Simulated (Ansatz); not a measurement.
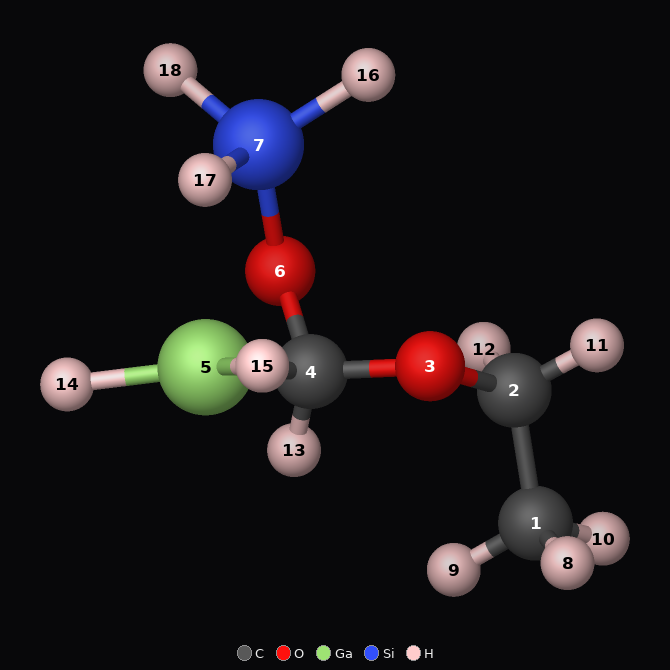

Atoms carry their numbers in the input. Computed geometry: PBE0-D4/def2-TZVP optimisation. No frequency run is at hand to confirm it as a minimum.

List the bonds and their lengths. Leave out bonds to hydrogen.

```
  bond  length (Å)
 C1–C2       1.512
 C2–O3       1.425
 O3–C4       1.390
C4–Ga5       2.030
 C4–O6       1.442
O6–Si7       1.635
```
